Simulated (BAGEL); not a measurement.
# One shape, several levels: B4H4S (closo-2-SB4 (no H on S))

Aim: a comparison of 3 runs (ROHF/6-31G*, ROHF/cc-pVDZ, UHF/cc-pVDZ) of B4H4S (closo-2-SB4 (no H on S)). 

Program for the calculation: BAGEL 1.2.2.

## Step 1: Starting point

B4H4S: 9 atoms, total charge 0, spin state triplet. Geometry: relaxed at GFN2-xTB. That shape belongs to the parent species and isn't relaxed for this state.

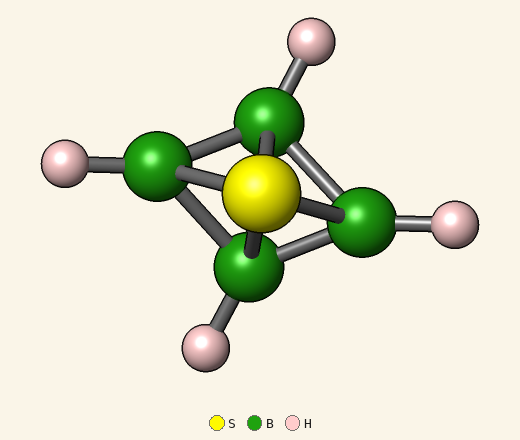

The structure, seen from a chosen angle (sulfur yellow, boron green, hydrogen pink).

## Step 2: The energy at ROHF/6-31G(d) (density fitting with qzvpp-jkfit, spherical functions) (run 1)

File input.json:

```json
{ "bagel" : [

{
  "title" : "molecule",
  "basis" : "6-31gs.json",
  "df_basis" : "qzvpp-jkfit",
  "angstrom" : true,
  "geometry" : [
    { "atom" : "S", "xyz" : [       0.170330,       0.890170,       1.087390 ] },
    { "atom" : "B", "xyz" : [       0.705950,      -0.687720,      -0.069610 ] },
    { "atom" : "B", "xyz" : [       0.848420,       0.763630,      -0.654850 ] },
    { "atom" : "B", "xyz" : [      -0.828940,      -0.662070,       0.777800 ] },
    { "atom" : "B", "xyz" : [      -0.801470,       0.182200,      -0.547960 ] },
    { "atom" : "H", "xyz" : [       1.353070,      -1.608690,       0.224670 ] },
    { "atom" : "H", "xyz" : [       1.378160,       1.650680,      -1.190670 ] },
    { "atom" : "H", "xyz" : [      -1.308740,      -1.284880,       1.636060 ] },
    { "atom" : "H", "xyz" : [      -1.516780,       0.756690,      -1.262820 ] }
  ]
},

{ "title" : "rohf", "nopen" : 2 },

{ "title" : "print", "file" : "orbitals.molden", "orbitals" : true }

]}
```

The basis set 6-31G* is read from a file made from the Basis Set Exchange's data (not shown).

Started as:

```
$ BAGEL_NUM_THREADS=1 BAGEL input.json > input.out
```

Log:

```text
* using 1 threads per process

  ===============================================================
  ===============================================================

  *** Geometry ***

  { "atom" : "S", "xyz" : [      0.321877,      1.682178,      2.054869 ] },
  { "atom" : "B", "xyz" : [      1.334052,     -1.299602,     -0.131544 ] },
  { "atom" : "B", "xyz" : [      1.603281,      1.443052,     -1.237487 ] },
[... 5 lines of this table left out ...]
  { "atom" : "H", "xyz" : [     -2.866299,      1.429937,     -2.386384 ] },

  Number of auxiliary basis functions:      500

  Since a DF basis is specified, we compute 2- and 3-index integrals:
    o Being stored without compression. Storage requirement is 0.027 GB

  Number of basis functions:       82
  Number of electrons      :       40

    * METHOD: MOLECULE                             0.27

  *** Open-shell HF ***

  === Nuclear Repulsion ===
   164.7381944425

      * DIIS with orbital gradients will be used.

  === ROHF iteration (6-31gs.json) ===
      0       -498.29290535          0.02612753           0.15
      1       -498.38238529          0.01185021           0.15
      2       -498.39603058          0.00605513           0.15
[... 16 lines of this table left out ...]
     19       -498.40117954          0.00000001           0.15
    * SCF iteration converged.

    * S^2 (ROHF) is 2.0000

    * Permanent dipole moment:
           (    0.031666,     0.170255,     0.210650) a.u.

    * METHOD: ROHF                                 3.23

    * METHOD: PRINT                                0.01

  ===============================================================
```

Run time: 3.9 s. Hardware: 1 thread of Arm Neoverse V2, shared host; peak memory 0.12 GiB.

## Step 3: The energy at ROHF/cc-pVDZ (density fitting with qzvpp-jkfit) (run 2)

input.json: that of step 2 with these lines changed.

```diff
@@ -4,3 +4,3 @@
   "title" : "molecule",
-  "basis" : "6-31gs.json",
+  "basis" : "cc-pvdz.json",
   "df_basis" : "qzvpp-jkfit",
```

The basis set cc-pVDZ is read from a file made from the Basis Set Exchange's data (not shown).

Started as:

```
$ BAGEL_NUM_THREADS=1 BAGEL input.json > input.out
```

Log:

```text
* using 1 threads per process

  ===============================================================
  ===============================================================

  *** Geometry ***

  { "atom" : "S", "xyz" : [      0.321877,      1.682178,      2.054869 ] },
  { "atom" : "B", "xyz" : [      1.334052,     -1.299602,     -0.131544 ] },
  { "atom" : "B", "xyz" : [      1.603281,      1.443052,     -1.237487 ] },
[... 5 lines of this table left out ...]
  { "atom" : "H", "xyz" : [     -2.866299,      1.429937,     -2.386384 ] },

  Number of auxiliary basis functions:      500

  Since a DF basis is specified, we compute 2- and 3-index integrals:
    o Being stored without compression. Storage requirement is 0.035 GB

  Number of basis functions:       94
  Number of electrons      :       40

    * METHOD: MOLECULE                             0.28

  *** Open-shell HF ***

  === Nuclear Repulsion ===
   164.7381944425

      * DIIS with orbital gradients will be used.

  === ROHF iteration (cc-pvdz.json) ===
      0       -498.23775604          0.03275480           0.18
      1       -498.37631079          0.02010197           0.18
      2       -498.40904207          0.01142087           0.18
[... 17 lines of this table left out ...]
     20       -498.42821263          0.00000000           0.18
    * SCF iteration converged.

    * S^2 (ROHF) is 2.0000

    * Permanent dipole moment:
           (    0.023758,     0.128315,     0.159640) a.u.

    * METHOD: ROHF                                 4.02

    * METHOD: PRINT                                0.01

  ===============================================================
```

Run time: 4.5 s. Hardware: 1 thread of Arm Neoverse V2, shared host; peak memory 0.13 GiB.

## Step 4: The energy at UHF/cc-pVDZ (density fitting with qzvpp-jkfit) (run 3)

File job.json:

```json
{ "bagel" : [

{
  "title" : "molecule",
  "basis" : "cc-pvdz.json",
  "df_basis" : "qzvpp-jkfit",
  "angstrom" : true,
  "geometry" : [
    { "atom" : "S", "xyz" : [    0.170330,    0.890170,    1.087390 ] },
    { "atom" : "B", "xyz" : [    0.705950,   -0.687720,   -0.069610 ] },
    { "atom" : "B", "xyz" : [    0.848420,    0.763630,   -0.654850 ] },
    { "atom" : "B", "xyz" : [   -0.828940,   -0.662070,    0.777800 ] },
    { "atom" : "B", "xyz" : [   -0.801470,    0.182200,   -0.547960 ] },
    { "atom" : "H", "xyz" : [    1.353070,   -1.608690,    0.224670 ] },
    { "atom" : "H", "xyz" : [    1.378160,    1.650680,   -1.190670 ] },
    { "atom" : "H", "xyz" : [   -1.308740,   -1.284880,    1.636060 ] },
    { "atom" : "H", "xyz" : [   -1.516780,    0.756690,   -1.262820 ] }
  ]
},
{ "title" : "uhf", "nopen" : 2 },
{ "title" : "print", "file" : "orbitals.molden", "orbitals" : true }

]}
```

The basis set cc-pVDZ is read from a file made from the Basis Set Exchange's data (not shown).

Started as:

```
$ BAGEL_NUM_THREADS=1 BAGEL job.json > job.out
```

Log:

```text
* using 1 threads per process

  ===============================================================
  ===============================================================

  *** Geometry ***

  { "atom" : "S", "xyz" : [      0.321877,      1.682178,      2.054869 ] },
  { "atom" : "B", "xyz" : [      1.334052,     -1.299602,     -0.131544 ] },
  { "atom" : "B", "xyz" : [      1.603281,      1.443052,     -1.237487 ] },
[... 5 lines of this table left out ...]
  { "atom" : "H", "xyz" : [     -2.866299,      1.429937,     -2.386384 ] },

  Number of auxiliary basis functions:      500

  Since a DF basis is specified, we compute 2- and 3-index integrals:
    o Being stored without compression. Storage requirement is 0.035 GB

  Number of basis functions:       94
  Number of electrons      :       40

    * METHOD: MOLECULE                             0.28

  *** Open-shell HF ***

  === Nuclear Repulsion ===
   164.7381944425

      * DIIS with orbital gradients will be used.

  === UHF iteration (cc-pvdz.json) ===
      0       -498.23775604          0.03275480           0.17
      1       -498.38507160          0.01993497           0.18
      2       -498.41936174          0.01105638           0.18
[... 16 lines of this table left out ...]
     19       -498.43788982          0.00000001           0.18
    * SCF iteration converged.

    * S^2 (UHF) is 2.0347

    * Permanent dipole moment:
           (    0.021206,     0.115805,     0.144313) a.u.

    * METHOD: UHF                                  3.74

    * METHOD: PRINT                                0.01

  ===============================================================
```

Run time: 4.2 s. Hardware: 1 thread of Arm Neoverse V2, shared host; peak memory 0.13 GiB.

## Step 5: Overview of the runs

| run | level | energy (Eh) | dipole moment (D) | ⟨S²⟩ | wall time |
| --- | --- | --- | --- | --- | --- |
| 1 | ROHF/6-31G* (density fitting with qzvpp-jkfit, spherical functions) | -498.401180 | 0.69 | 2.000 | 3.9 s |
| 2 | ROHF/cc-pVDZ (density fitting with qzvpp-jkfit) | -498.428213 | 0.52 | 2.000 | 4.5 s |
| 3 | UHF/cc-pVDZ (density fitting with qzvpp-jkfit) | -498.437890 | 0.47 | 2.035 | 4.2 s |

## Step 6: What came out

| quantity | value |
| --- | --- |
| run 3: total energy | -498.43789 Eh |
| run 3: dipole moment | 0.47 D |
| run 3: ⟨S²⟩ | 2.035 |

In words: The dipole moment (its size) runs from 0.47 D (UHF/cc-pVDZ) to 0.69 D (ROHF/6-31G*). The two ends differ in method and basis. All runs together took 13 s, the longest 4.5 s.
